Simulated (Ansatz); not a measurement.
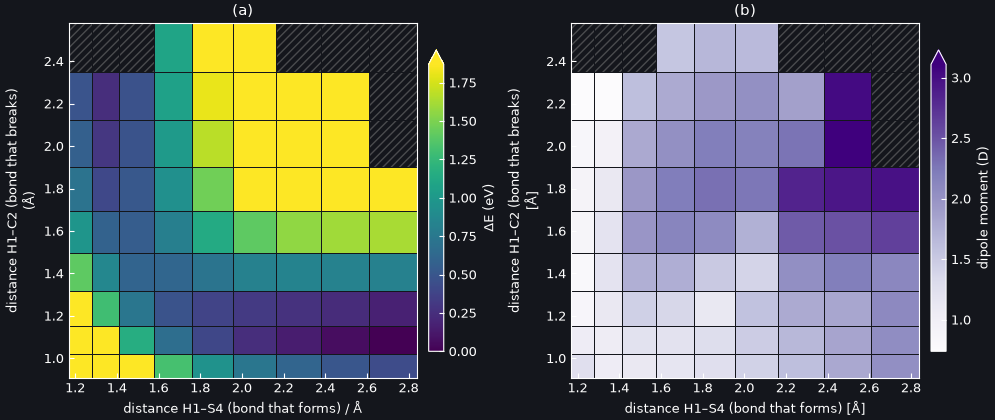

The reacting system CH3OS (fragments CH₂O + HS where the first distance is long, H₂S + CHO where the second is long), spin multiplicity 2. First axis: distance H1–S4 (bond that forms). Second axis: distance H1–C2 (bond that breaks). Relaxed at each point: all other coordinates. The scan uses a 9 × 9 grid. At 8 points there is no value. Points are written as (first, second). Energies: eV, counted from the lowest grid point. Level of theory: UKS BHLYP-D4/def2-SVP (Ansatz 0.2.0).

Panel (a) is the energy and panel (b) the computed dipole moment on the same grid.

In the figure: one coloured cell a grid point, one colour for all values above the top of the scale, hatched blanks where no value was computed.

How does the dipole moment vary over the map, and what is it at the lowest grid point?

Leaving out the highest fifth of the energies, it runs from 0.74 D at (1.224 Å, 2.232 Å) to 2.63 D at (2.724 Å, 1.594 Å). At the lowest grid point, (2.724 Å, 1.074 Å), it is 2.06 D. That point lies on the edge of the scan.

| second ↓, first → | 1.224 | 1.335 | 1.489 | 1.664 | 1.855 | 2.058 | 2.271 | 2.493 | 2.724 |
| --- | --- | --- | --- | --- | --- | --- | --- | --- | --- |
| 2.463 | – | – | – | 1.54 | 1.68 | 1.65 | – | – | – |
| 2.232 | 0.74 | 0.75 | 1.61 | 1.79 | 1.95 | 2.03 | 1.87 | 3.03 | – |
| 2.010 | 0.86 | 0.95 | 1.80 | 2.03 | 2.20 | 2.17 | 2.28 | 3.11 | – |
| 1.797 | 0.91 | 1.11 | 1.96 | 2.21 | 2.31 | 2.27 | 2.84 | 2.94 | 2.98 |
| 1.594 | 0.88 | 1.20 | 1.97 | 2.14 | 2.07 | 1.73 | 2.45 | 2.51 | 2.63 |
| 1.403 | 0.81 | 1.19 | 1.74 | 1.76 | 1.50 | 1.39 | 2.04 | 2.20 | 2.12 |
| 1.228 | 0.86 | 1.11 | 1.44 | 1.36 | 1.13 | 1.58 | 1.79 | 1.83 | 2.10 |
| 1.074 | 1.05 | 1.06 | 1.22 | 1.21 | 1.27 | 1.47 | 1.67 | 1.83 | 2.06 |
| 0.963 | 1.25 | 1.05 | 1.12 | 1.16 | 1.25 | 1.42 | 1.60 | 1.81 | 2.04 |
